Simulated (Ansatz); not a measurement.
## Electronic structure of Cl2H4Si2···H2O···H2O in real space

Input

```
crystal:
  periodic: [false, false, false]
  atoms:
    - {symbol: Si, position_ang: [-0.641414, 1.465557, -0.656419]}
    - {symbol: Si, position_ang: [0.113507, -0.419189, -1.806760]}
    - {symbol: Cl, position_ang: [-1.840784, 2.558252, -1.941551]}
    - {symbol: Cl, position_ang: [-1.891167, 0.932115, 0.922418]}
    - {symbol: H, position_ang: [0.334220, 2.443853, -0.140772]}
    - {symbol: H, position_ang: [1.030999, -0.496311, 1.368546]}
    - {symbol: O, position_ang: [1.411747, 0.129682, 0.722821]}
    - {symbol: H, position_ang: [-0.245860, -2.396976, 2.073962]}
    - {symbol: O, position_ang: [-0.104356, -1.486652, 2.345073]}
    - {symbol: H, position_ang: [-0.772796, -0.631295, -2.983705]}
    - {symbol: H, position_ang: [0.036557, -1.620447, -0.938394]}
    - {symbol: H, position_ang: [1.501128, -0.196952, -2.281293]}
    - {symbol: H, position_ang: [1.973792, 0.727551, 1.219418]}
    - {symbol: H, position_ang: [-0.905475, -1.008987, 2.096554]}
basis:
  gaussian: {orbitals: def2-TZVPP}
hamiltonian: {xc: pbe0, dispersion: d4}
output: {orbitals: {seedname: orbitals}}
```

Run with:

```sh
ansatz run in.yaml --threads 5 --pin off --events-out ev --progress --plain --max-ram 66560MiB --backend cuda --devices 0, --max-vram 37GiB
```

The reactant side of a reaction path; geometry: PBE0-D4/def2-TZVP.

These are results of RKS PBE0-D4/def2-TZVPP in Ansatz, not measurements.

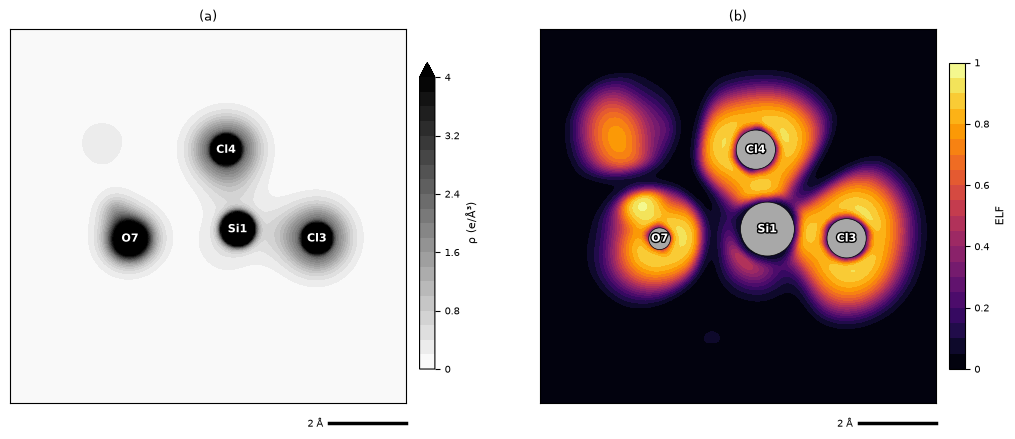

Figure 1. (a) electron density; (b) ELF on the plane of atoms Cl3, Si1 and Cl4. Grey discs cover the atomic cores in the ELF map.

What does the map show?

- The plane passes through Si, Cl and O nuclei.
- Si–Cl (2.07 Å): the density is about 0.88 e/Å³ at the midpoint; the ELF peaks at about 0.85 between the atoms; a polar covalent bond.
- The ELF also peaks beside Cl3, O7 and Cl4, away from the bonds: lone-pair regions.

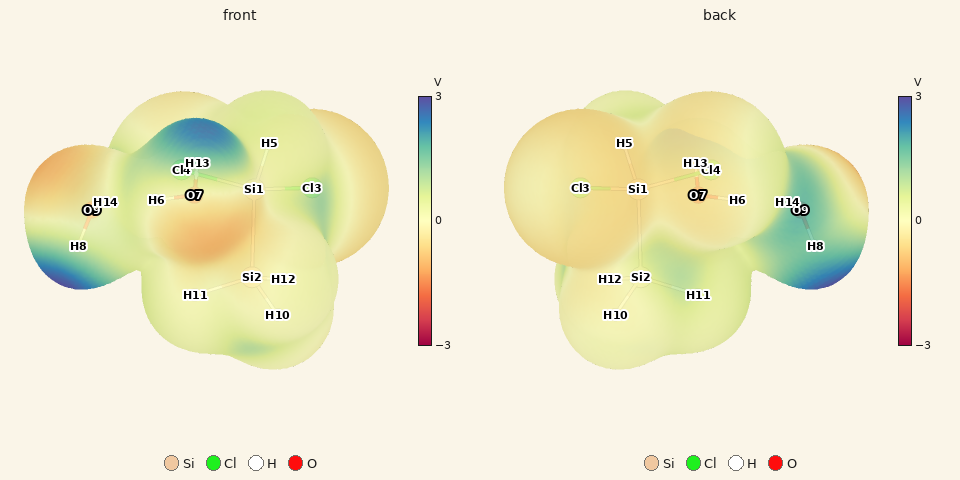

Figure 2. The molecular electrostatic potential painted on the density surface at 0.002 e/bohr³, seen from the front and from behind; red is negative and blue positive.

Describe the electrostatic potential map.

The most negative region (about −1.0 V) lies over O7 and O9, the most positive (about +2.8 V) over H8. Cl4 shows a σ-hole: about +0.5 V at the tip opposite its bond, against about −0.1 V on its flanks.

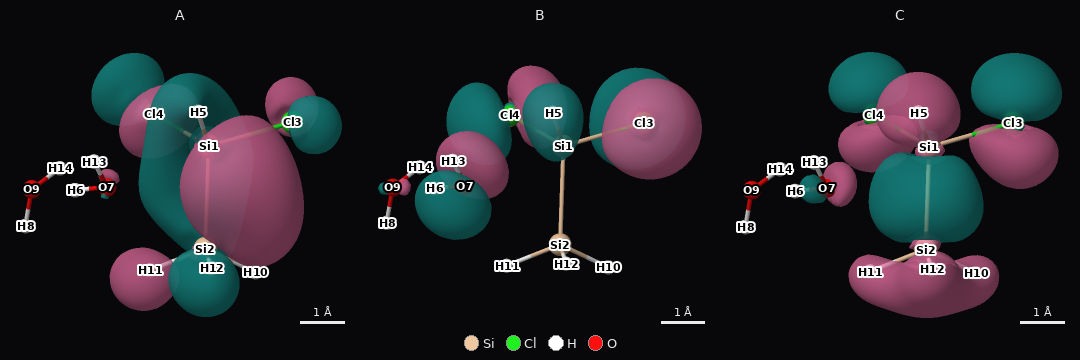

Figure 3. Three frontier orbitals at ±0.08 Å⁻³ᐟ² (teal and pink are the two phases), in no order.

Which picture is the HOMO−1, the HOMO and the LUMO?

B is the HOMO−1 (−8.87 eV). It lies mainly on Cl3 (about 45 %), O7 (about 25 %) and Cl4 (about 20 %); largely a combination of lone pairs on Cl3, O7 and Cl4. C is the HOMO (−8.03 eV). Its weight (Hirshfeld) is mainly on Si2 (about 25 %), Cl3 (about 25 %), Si1 (about 25 %), Cl4 (about 10 %) and H5 (about 5 %). A is the LUMO (−0.48 eV). It lies mainly on Si1 (about 35 %), Si2 (about 25 %), Cl4 (about 15 %) and Cl3 (about 5 %).

What is the HOMO–LUMO gap?

7.55 eV between the orbital energies.
